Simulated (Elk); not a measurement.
**Convergence study of the basis cutoff for Fe (Im-3m, 1 atom in the cell)**

```xyz
1
Lattice="-1.4307 1.4307 1.4307 1.4307 -1.4307 1.4307 1.4307 1.4307 -1.4307" Properties=species:S:1:pos:R:3 pbc="T T T"
Fe     0.0000     0.0000     0.0000
```
Moments meant for the start (each program seeds them in its own way; μB, in the order of the atoms Fe): 2.5.

Method: PBE, all-electron FP-LAPW, Elk's shipped species files, default APW+lo basis (Elk).

Base settings: xctype = 20; spinpol = true; rgkmax = 7; stype = 3; swidth = 0.00367493 Ha; ngridk = 6 6 6; reducebf = 0.7; rmtscf = 0.91; nempty = 10 per atom; bfcmt = [[0.0, 0.0, -2.5]].

The second cell is the first with its lattice scaled by 0.98.

The mesh stays at the base's, so the ladder's end is converged at best in this setting alone.

Only quantities that move along the ladder and can be compared are tabulated.

The starting cell has typed, rounded lattice constants, without a prior relaxation at this level. Its lattice was rescaled by up to half a per cent. With one magnetic atom in the cell only a parallel order is possible. Values depend on the basis (sphere radii, cutoffs, local orbitals), which need not be converged. Without a gap this mesh is coarse (it stands for a supercell whose shortest vector is 15 Å).

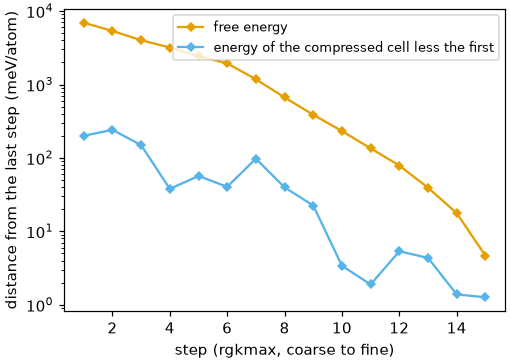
Fig. 1. Distance from the last step along the ladder; very small values are drawn at a floor.

| rgkmax | free energy less the last step's (meV/atom) | energy of the compressed cell less the first (meV/atom) | net moment (μB/atom) |
|---|---|---|---|
| 4.14 | 6946.29 | -193.85 | 2.017 |
| 4.43 | 5367.07 | -235.45 | 2.019 |
| 4.7 | 4009.41 | -142.92 | 2.092 |
| 4.95 | 3190.14 | -31.51 | 2.166 |
| 5.19 | 2431.41 | 63.14 | 2.215 |
| 5.42 | 1940.06 | -34.07 | 2.232 |
| 5.86 | 1180.20 | -91.41 | 2.234 |
| 6.26 | 666.98 | -33.40 | 2.232 |
| 6.64 | 387.25 | -16.12 | 2.227 |
| 7 | 232.28 | 2.97 | 2.226 |
| 7.34 | 135.04 | 8.26 | 2.224 |
| 7.67 | 78.73 | 1.01 | 2.226 |
| 8.13 | 39.31 | 2.02 | 2.226 |
| 8.57 | 17.75 | 4.98 | 2.226 |
| 9.26 | 4.67 | 5.11 | 2.226 |
| 9.9 | 0.00 | 6.37 | 2.226 |

Coarsest rgkmax that holds the free energy within 2 meV/atom: not settled: the last two steps still differ by 4.7 meV/atom, over half the tolerance, so the ladder does not show it.

Coarsest rgkmax that holds the energy of the compressed cell less the first within 1 meV/atom: not settled: the last two steps still differ by 1.3 meV/atom, over half the tolerance, so the ladder does not show it.

Coarsest rgkmax that holds the net moment within 0.05 μB/atom of the last step, with all finer ones: 5.19; the step before is off by 0.060 μB/atom.

Left out of this page: 1 run of the series failed or unconverged.
